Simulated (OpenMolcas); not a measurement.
# Multiconfigurational calculation for Pd²⁺ complex

Pd²⁺ with 6 ligands (OH and H2O; tetragonal octahedron, 2.19 Å), neutralised by 6 outer point charges of +0.33 e, whose field is part of the energies. Computed at this level: state-averaged CASSCF, active space 8 electrons in the shell 4d, basis ANO-RCC-VTZP on the metal and ANO-RCC-VDZP on the ligands, DKH2 scalar Hamiltonian, spin-orbit coupling by RASSI with atomic mean-field integrals (OpenMolcas).

### Results in brief

- outcome: converged
- energy of the lowest spin-free term: −5496.46630 hartree
- energy of the lowest spin-orbit level: −5496.46839 hartree
- largest spread among components of a term: 0.0 cm⁻¹
- hardware: 1 thread of Arm Neoverse V1, 24 GiB of memory available, shared host
- wall time: 51 s
- peak memory: 0.4 GiB

### Remarks

Without dynamic correlation the splittings between terms come out too large, often by 20 to 50 %. Caveats: distances are set from ionic radii, not optimised.

### Input
```
&GATEWAY
Coord
15

Pd 0.0 0.0 0.0
O 2.190000 0.000000 0.000000
H 2.599940 0.879119 0.000000
O 0.000000 2.190000 0.000000
H 0.000000 2.599940 0.879119
O -2.190000 0.000000 0.000000
H -2.599940 -0.879119 0.000000
O 0.000000 -2.190000 0.000000
H 0.000000 -2.599940 -0.879119
O 0.000000 0.000000 2.220660
H 0.779741 0.000000 2.797638
H -0.779741 0.000000 2.797638
O 0.000000 0.000000 -2.220660
H 0.779741 0.000000 -2.797638
H -0.779741 0.000000 -2.797638
Basis=Pd.ANO-RCC-VTZP,H.ANO-RCC-VDZP,O.ANO-RCC-VDZP
Group=XYZ
NoMove
AngMom=0.0 0.0 0.0
AMFI
RICD
XField
3 Angstrom 0
5.190000 0.000000 0.000000 0.333333
0.000000 5.190000 0.000000 0.333333
0.000000 0.000000 5.620660 0.333333
&SEWARD
&RASSCF
FileOrb=start.orb
Symmetry=1
Spin=3
nActEl=8 0 0
Inactive=24 24
Ras2=5 0
CIRoot=10 10 1
SDav=10
CIMx=300
Iter=150 100
PrWF=0.3
OrbListing=Nothing
MaxOrb=0
LevShft=1.0
>>> COPY $Project.JobIph JOB001
&RASSCF
FileOrb=start.orb
Symmetry=1
Spin=1
nActEl=8 0 0
Inactive=24 24
Ras2=5 0
CIRoot=15 15 1
SDav=15
CIMx=300
Iter=150 100
PrWF=0.3
OrbListing=Nothing
MaxOrb=0
LevShft=1.0
>>> COPY $Project.JobIph JOB002
&RASSI
NrOfJobIphs=2 10 15
1 2 3 4 5 6 7 8 9 10
1 2 3 4 5 6 7 8 9 10 11 12 13 14 15
IphNames
JOB001
JOB002
EJob
SpinOrbit
DIPRint=1.0
SOCoupling=1000.0
Subsets=2
Property=9
'ANGMOM' 1 'ANGMOM' 2 'ANGMOM' 3 'MLTPL  1' 1 'MLTPL  1' 2 'MLTPL  1' 3
'AMFI' 1 'AMFI' 2 'AMFI' 3
SOProperty=3
'ANGMOM' 1 'ANGMOM' 2 'ANGMOM' 3
```

The file start.orb holds starting orbitals from an earlier step. A driver script formed the levels outside the program, from RASSI's spin-orbit matrix and the active-space energies, averaged over the components of each term or state.

Command:
```bash
OMP_NUM_THREADS=1 MOLCAS_MEM=2457 MOLCAS_PROJECT=a pymolcas a.inp > a.log  # once for each step of the input, in one work folder
```

### Output (extracts)
```
--- SEWARD ---
Basis set label: PD.ANO-RCC...7S6P4D2F1G.

      Electronic valence basis set:
      ------------------
      Associated Effective Charge  46.000000 au
      Associated Actual Charge     46.000000 au
      Nuclear Model: Point charge

      Shell  nPrim  nBasis  Cartesian Spherical Contaminant
         s      21       7        X
         p      18       6        X
         d      13       4                 X
         f       6       2                 X
         g       4       1                 X
                  Relativistic Douglas-Kroll-Hess integrals:
                    - DKH order of Hamiltonian: 2
                    - DKH order of Properties : 0
                  Atomic mean-field integrals
--- RASSCF ---
Wave function specifications:
      -----------------------------

      Number of closed shell electrons          96
      Number of electrons in active shells       8
      Max number of holes in RAS1 space          0
      Max nr of electrons in RAS3 space          0
      Number of inactive orbitals               48
      Number of active orbitals                  5
      Number of secondary orbitals             139
      Spin quantum number                      1.0
      State symmetry                             1
Orbital specifications:
      -----------------------

      Symmetry species                           1   2
                                                ag  au
      Frozen orbitals                            0   0
      Inactive orbitals                         24  24
      Active orbitals                            5   0
      RAS1 orbitals                              0   0
      RAS2 orbitals                              5   0
      RAS3 orbitals                              0   0
      Secondary orbitals                        69  70
      Deleted orbitals                           0   0
      Number of basis functions                 98  94
      Number of CSFs                            10
      Number of root(s) required                10
      Iter CI   SX   CI       RASSCF       Energy    max ROT     max BLB   max BLB  Level Ln srch  Step   QN
          iter iter root      energy       change     param      element    value   shift minimum  type update
 Nr of preliminary CI iterations:   1
      Total energies have been shifted. Add                -5000.00 au
        1   1   15    0  -496.19454731    0.00E+00   6.93E-02   29  35 1  3.03E-01*  1.14   0.00    SX    NO
        2   1   16    0  -496.34750513   -1.53E-01*  4.79E-02   25  46 1  7.29E-02*  0.96   0.00    SX    NO
        3   1   15    0  -496.37418905   -2.67E-02*  3.04E-02   21  30 1  2.87E-02*  0.95   0.00    SX    NO
        4   1   14    0  -496.38114721   -6.96E-03*  1.73E-02   21  30 1  2.29E-02*  0.93   0.00    SX    NO
        5   1   14    0  -496.38355736   -2.41E-03*  2.34E-02   21  30 1  1.72E-02*  0.93   2.50    LS   YES
        6   1   14    0  -496.38498284   -1.43E-03* -6.72E-03   21  30 1  9.52E-03*  0.93   1.18    QN   YES
        7   1   13    0  -496.38527290   -2.90E-04* -4.85E-03   21  30 1  5.62E-03*  0.92   1.50    QN   YES
        8   1   12    0  -496.38539847   -1.26E-04*  1.88E-03   21  30 1  1.90E-03*  0.93   1.32    QN   YES
        9   1   12    0  -496.38542594   -2.75E-05* -1.31E-03   21  45 1  1.42E-03*  0.93   1.50    QN   YES
       10   1   11    0  -496.38543738   -1.14E-05* -8.79E-04   21  45 1  9.17E-04*  0.93   1.56    QN   YES
       11   1   11    0  -496.38544255   -5.17E-06* -4.74E-04   21  45 1  3.84E-04*  0.93   1.47    QN   YES
       12   1   10    0  -496.38544441   -1.85E-06*  2.59E-04   27  30 1  2.31E-04*  0.93   1.46    QN   YES
       13   1   10    0  -496.38544504   -6.33E-07*  1.60E-04   27  30 1  1.23E-04*  0.93   1.44    QN   YES
       14   1    9    0  -496.38544525   -2.07E-07* -1.04E-04   29  35 1 -6.94E-05   0.93   1.44    QN   YES
       15   1    8    0  -496.38544531   -6.62E-08* -4.17E-05   27  45 1  3.42E-05   0.93   1.42    QN   YES
       16   1    7    0  -496.38544533   -1.97E-08*  2.09E-05   27  45 1  1.75E-05   0.93   1.41    QN   YES
       17   1    7    0  -496.38544534   -5.53E-09   1.21E-05   29  30 1  1.06E-05   0.93   1.40    QN   YES
      Convergence after 17 iterations
       18   1    7    0  -496.38544534   -1.70E-09   1.21E-05   29  30 1  7.98E-06   0.93   1.40    QN   YES
      Natural orbitals and occupation numbers for root  1
      sym 1:   2.000000   1.999982   1.000018   1.999982   1.000018
      Natural orbitals and occupation numbers for root  2
      sym 1:   2.000000   1.991919   1.008081   1.008081   1.991919
      Natural orbitals and occupation numbers for root  3
      sym 1:   1.991026   1.008974   2.000000   1.991026   1.008974
::    RASSCF root number  1 Total energy:  -5496.46630293
::    RASSCF root number  2 Total energy:  -5496.42373848
::    RASSCF root number  3 Total energy:  -5496.42258144
::    RASSCF root number  4 Total energy:  -5496.40535722
::    RASSCF root number  5 Total energy:  -5496.40435192
::    RASSCF root number  6 Total energy:  -5496.37541628
::    RASSCF root number  7 Total energy:  -5496.37291891
::    RASSCF root number  8 Total energy:  -5496.33045433
::    RASSCF root number  9 Total energy:  -5496.32795658
::    RASSCF root number 10 Total energy:  -5496.32537528
--- RASSCF ---
Wave function specifications:
      -----------------------------

      Number of closed shell electrons          96
      Number of electrons in active shells       8
      Max number of holes in RAS1 space          0
      Max nr of electrons in RAS3 space          0
      Number of inactive orbitals               48
      Number of active orbitals                  5
      Number of secondary orbitals             139
      Spin quantum number                      0.0
      State symmetry                             1
Orbital specifications:
      -----------------------

      Symmetry species                           1   2
                                                ag  au
      Frozen orbitals                            0   0
      Inactive orbitals                         24  24
      Active orbitals                            5   0
      RAS1 orbitals                              0   0
      RAS2 orbitals                              5   0
      RAS3 orbitals                              0   0
      Secondary orbitals                        69  70
      Deleted orbitals                           0   0
      Number of basis functions                 98  94
      Number of CSFs                            15
      Number of root(s) required                15
      Iter CI   SX   CI       RASSCF       Energy    max ROT     max BLB   max BLB  Level Ln srch  Step   QN
          iter iter root      energy       change     param      element    value   shift minimum  type update
 Nr of preliminary CI iterations:   1
      Total energies have been shifted. Add                -5000.00 au
        1   1   11    0  -496.32488528    0.00E+00   9.49E-03   25  31 1 -6.22E-03*  0.94   0.00    SX    NO
        2   1   12    0  -496.32529864   -4.13E-04*  6.69E-03   21  29 1 -2.84E-03*  0.94   0.00    SX    NO
        3   1   12    0  -496.32547556   -1.77E-04* -4.52E-03   28  34 1 -2.06E-03*  0.94   0.00    SX    NO
        4   1   11    0  -496.32555773   -8.22E-05* -3.16E-03   21  29 1 -1.32E-03*  0.94   0.00    SX    NO
        5   1   11    0  -496.32559733   -3.96E-05* -4.64E-03   23  28 1 -9.77E-04*  0.94   2.50    LS   YES
        6   1   10    0  -496.32563019   -3.29E-05* -2.71E-03   23  28 1 -4.99E-04*  0.94   1.59    LS   YES
        7   1   10    0  -496.32563545   -5.26E-06* -6.66E-04   10  34 2 -2.69E-04*  0.94   1.01    QN   YES
        8   1   10    0  -496.32563675   -1.30E-06* -9.96E-04   23  28 1 -1.56E-04*  0.94   2.50    LS   YES
        9   1   10    0  -496.32563751   -7.65E-07*  4.08E-04   12  33 2  3.95E-04*  0.94   1.04    QN   YES
       10   1    8    0  -496.32563785   -3.38E-07*  8.88E-05   27  33 1 -8.41E-05   0.94   1.06    QN   YES
       11   1    8    0  -496.32563791   -5.84E-08*  1.12E-04   27  33 1 -5.61E-05   0.94   2.26    LS   YES
       12   1    8    0  -496.32563794   -2.97E-08* -4.62E-05   12  33 2 -4.96E-05   0.94   1.11    QN   YES
       13   1    7    0  -496.32563795   -1.15E-08*  2.61E-05   12  33 2 -1.84E-05   0.94   1.71    QN   YES
       14   1    7    0  -496.32563796   -5.94E-09   1.67E-05   29  35 1  1.27E-05   0.94   1.36    QN   YES
      Convergence after 14 iterations
       15   1    7    0  -496.32563796   -1.65E-09   1.67E-05   11  32 2  8.31E-06   0.94   1.36    QN   YES
      Natural orbitals and occupation numbers for root  1
      sym 1:   1.981690   1.999776   0.154615   1.980265   1.883653
      Natural orbitals and occupation numbers for root  2
      sym 1:   1.986775   1.999998   1.017727   1.987032   1.008468
      Natural orbitals and occupation numbers for root  3
      sym 1:   1.008990   1.999985   1.000274   1.995645   1.995106
::    RASSCF root number  1 Total energy:  -5496.42863839
::    RASSCF root number  2 Total energy:  -5496.40832951
::    RASSCF root number  3 Total energy:  -5496.36759014
::    RASSCF root number  4 Total energy:  -5496.36665697
::    RASSCF root number  5 Total energy:  -5496.36556228
::    RASSCF root number  6 Total energy:  -5496.34704811
::    RASSCF root number  7 Total energy:  -5496.34256515
::    RASSCF root number  8 Total energy:  -5496.31340073
::    RASSCF root number  9 Total energy:  -5496.31137070
::    RASSCF root number 10 Total energy:  -5496.30067378
::    RASSCF root number 11 Total energy:  -5496.29575950
::    RASSCF root number 12 Total energy:  -5496.29303460
::    RASSCF root number 13 Total energy:  -5496.28017962
::    RASSCF root number 14 Total energy:  -5496.27848924
::    RASSCF root number 15 Total energy:  -5496.18527067
--- RASSI ---
SPIN-FREE ENERGIES:
  (Shifted by EMIN (a.u.) =      -5496.4663029311)

 SF State       Relative EMIN(au)   Rel lowest level(eV)    D:o, cm**(-1)

     1             0.0000000000        0.0000000000              0.0000
    11             0.0376645378        1.0249042866           8266.4106
     2             0.0425644483        1.1582376419           9341.8166
     3             0.0437214872        1.1897222755           9595.7573
    12             0.0579734232        1.5775372099          12723.6957
     4             0.0609457079        1.6584171974          13376.0368
     5             0.0619510154        1.6857730071          13596.6763
     6             0.0908866486        2.4731517005          19947.3137
     7             0.0933840189        2.5411086086          20495.4231
    13             0.0987127946        2.6861119805          21664.9542
    14             0.0996459567        2.7115046144          21869.7596
    15             0.1007406513        2.7412927724          22110.0173
    16             0.1192548177        3.2450889070          26173.4072
    17             0.1237377855        3.3670766737          27157.3049
     8             0.1358486015        3.6966287666          29815.3217
     9             0.1383463513        3.7645960009          30363.5145
    10             0.1409276496        3.8348367058          30930.0439
    18             0.1529021976        4.1606807571          33558.1535
    19             0.1549322358        4.2159209095          34003.6953
    20             0.1656291511        4.5069988033          36351.3969
    21             0.1705434343        4.6407232634          37429.9574
    22             0.1732683359        4.7148716137          38028.0042
    23             0.1861233096        5.0646732676          40849.3448
    24             0.1878136899        5.1106708569          41220.3403
    25             0.2810322614        7.6472774115          61679.4520
     Dipole printing threshold changed to   1.00000000E+00
Eigenvalues of complex Hamiltonian:
   -----------------------------------
  (Shifted by EMIN (a.u.) =      -5496.4663029311)

 SO State       Relative EMIN(au)   Rel lowest level(eV)    D:o, cm**(-1)

     1            -0.0020904705        0.0000000000              0.0000
     2            -0.0019726958        0.0032048124             25.8486
     3            -0.0019429773        0.0040134950             32.3710
     4             0.0311534171        0.9046122655           7296.1900
     5             0.0378968451        1.0881102912           8776.2014
     6             0.0396593956        1.1360717320           9163.0365
     7             0.0417394381        1.1926725724           9619.5530
     8             0.0425338552        1.2142897631           9793.9074
     9             0.0428606312        1.2231817910           9865.6265
    10             0.0475877659        1.3518136796          10903.1126
    11             0.0561593996        1.5850597137          12784.3688
    12             0.0601677785        1.6941332604          13664.1062
    13             0.0605600356        1.7048071199          13750.1967
    14             0.0615442714        1.7315895420          13966.2115
    15             0.0617651806        1.7376007876          14014.6955
    16             0.0633724378        1.7813364834          14367.4477
    17             0.0635907179        1.7872761872          14415.3546
    18             0.0890120075        2.4790247173          19994.6828
    19             0.0897751801        2.4997917007          20162.1798
    20             0.0905117850        2.5198357422          20323.8459
    21             0.0923418010        2.5696330146          20725.4880
    22             0.0943244021        2.6235823393          21160.6186
    23             0.0972036786        2.7019314433          21792.5468
    24             0.1002043770        2.7835846059          22451.1239
    25             0.1008932114        2.8023287445          22602.3056
    26             0.1013533658        2.8148501839          22703.2978
    27             0.1151583904        3.1905040425          25733.1505
    28             0.1246637021        3.4491567489          27819.3253
    29             0.1351172247        3.7336115909          30113.6083
    30             0.1354984898        3.7439863419          30197.2863
    31             0.1360217028        3.7582236924          30312.1183
    32             0.1374704006        3.7976447676          30630.0707
    33             0.1398055929        3.8611885887          31142.5862
    34             0.1411262727        3.8971261163          31432.4419
    35             0.1420323019        3.9217804267          31631.2923
    36             0.1424683826        3.9336467867          31727.0010
    37             0.1435738723        3.9637286953          31969.6279
    38             0.1549888803        4.2743468865          34474.9326
    39             0.1568789753        4.3257789917          34889.7605
    40             0.1665132343        4.5879405334          37004.2360
    41             0.1714622054        4.7226088984          38090.4096
Weights of the five most important spin-orbit-free states for each spin-orbit state.

 SO State  Total energy (au)           Spin-free states, spin, and weights
 -------------------------------------------------------------------------------------------------------
    1        -0.002090       1 1.0  0.9630    2 1.0  0.0170    3 1.0  0.0162   16 0.0  0.0022    6 1.0  0.0007
    2        -0.001973       1 1.0  0.9673    2 1.0  0.0135    5 1.0  0.0099    3 1.0  0.0059   15 0.0  0.0020
    3        -0.001943       1 1.0  0.9681    3 1.0  0.0126    5 1.0  0.0098    2 1.0  0.0058   14 0.0  0.0017
    4         0.031153      11 0.0  0.6002    2 1.0  0.2029    3 1.0  0.1782    4 1.0  0.0128    8 1.0  0.0016
    5         0.037897       2 1.0  0.5433    3 1.0  0.4334    6 1.0  0.0077    7 1.0  0.0067   13 0.0  0.0057
    6         0.039659       2 1.0  0.3760   11 0.0  0.2731    4 1.0  0.1717    3 1.0  0.1694   12 0.0  0.0039
    7         0.041739       2 1.0  0.9087    4 1.0  0.0559    1 1.0  0.0161   15 0.0  0.0059    3 1.0  0.0048
    8         0.042534       3 1.0  0.4640    2 1.0  0.2592   12 0.0  0.2052    5 1.0  0.0522   11 0.0  0.0046
    9         0.042861       3 1.0  0.9098    4 1.0  0.0534    1 1.0  0.0157    5 1.0  0.0081   14 0.0  0.0043
   10         0.047588       3 1.0  0.5299    2 1.0  0.4179    1 1.0  0.0333    6 1.0  0.0067    7 1.0  0.0065
   11         0.056159       5 1.0  0.4027   12 0.0  0.3445    3 1.0  0.1246    2 1.0  0.1150    4 1.0  0.0115
   12         0.060168       5 1.0  0.4999    4 1.0  0.3943    6 1.0  0.0514    2 1.0  0.0241    1 1.0  0.0093
```

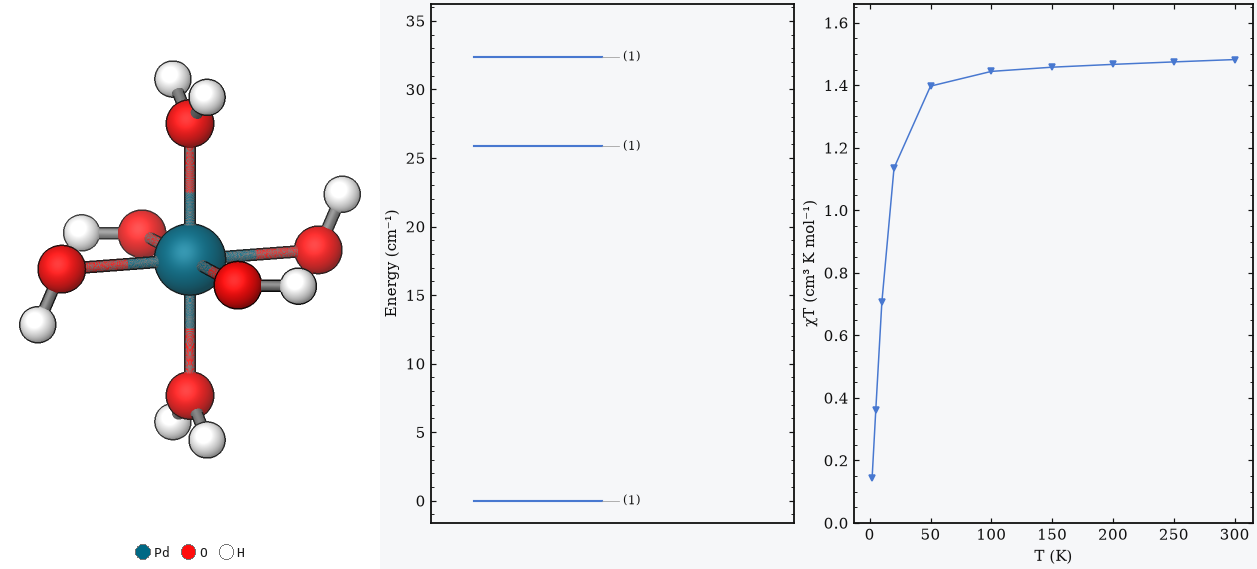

**Figure 1.** Pd²⁺ (4d⁸) with 6 ligands, OH⁻ with axial H₂O, at 2.19 Å (arrangement: tetragonal octahedron, Ci), axial distortion 1.014, neutralised by outer point charges of +0.33 e, and its levels and susceptibility. Labels give the representation in O, Td, D4 or D3 as the site allows (double group for half-integer spin) where it could be assigned and, in brackets, the degeneracy; spin-free states, where drawn, share the zero of the spin-orbit levels. Powder susceptibility by Van Vleck's formula. The ground level is non-degenerate, 100 % from states of spin multiplicity 3. The next level lies at 26 cm⁻¹. χT is 0.144 cm³ K mol⁻¹ at 2 K and 1.48 at 300 K, an effective moment of 3.44 μB. The active orbitals hold 85 to 97 % metal character (Löwdin), and the Mulliken charge of the metal is +1.29.
